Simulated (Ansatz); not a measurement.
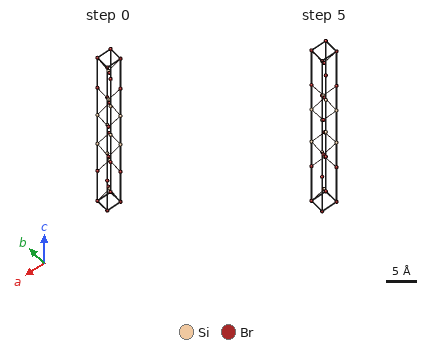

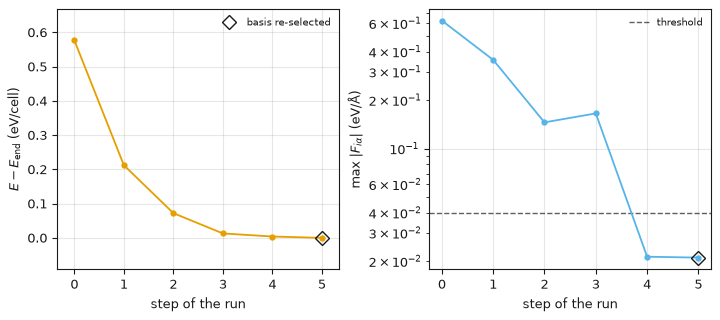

First and last geometry of a relaxation of crystalline Si$_{2}$Br$_{3}$ (built on the tetradymite_166 type) (coarse preliminary run), with the history of the run. The picture is a ball-and-stick view of the conventional cell (3 times the calculation's cell), seen from a free direction. Lengths and directions refer to the drawn axes.

Case: tetradymite type (R-3m, No. 166).

Computed with DFT PBE, scalar-relativistic, plane waves, PAW in Ansatz 0.2.0. Set-up: plane-wave cutoff 420 eV; k-point mesh 6 × 6 × 6; occupations gaussian; smearing width 0.1 eV; no spin polarisation; cell and atoms relaxed; force threshold 0.04 eV/Å; at most 70 steps.

Read the history and describe the run.

Answer. It converged. The largest moves relative to the cell, 0.58 Å, are those of Br atoms. Largest moves by element: Br 0.58 Å, Si 0.19 Å. Cell: a = b 3.915 → 4.243 Å (+8.4 %), c 27.220 → 28.616 Å (+5.1 %). Volume +23.5 %. Some distances before and after: Br–Br 3.247 → 4.362 Å, Br–Si 2.899 → 2.989 Å, Br–Si 2.744 → 2.751 Å. Among the angles between lasting bonds that change: Si–Br–Si 91.0° → 100.9°, Br–Si–Br 91.0° → 100.9°. The space group stays R-3m (No. 166). After 4 accepted moves (5 points after the start) the energy has fallen by 0.577 eV per cell of the calculation. The largest force component goes from 0.62 to 0.021 eV/Å. Pressure: 4.33 GPa at the start and 0.18 GPa at the end. At 1 point the geometry stayed and the basis and grid were re-selected for the new cell (energy shift of 4.0 meV per cell of the calculation at most each time). Cost: 15 s on 1 thread of Intel(R) Xeon(R) 6975P-C (Granite Rapids), with other jobs on the host, peak memory 0.44 GiB.

Limits of the set-up: an odd number of electrons was run without spin polarisation, which fails if the electron would localise; layers or molecules are held without a dispersion correction, so their spacing is unreliable.
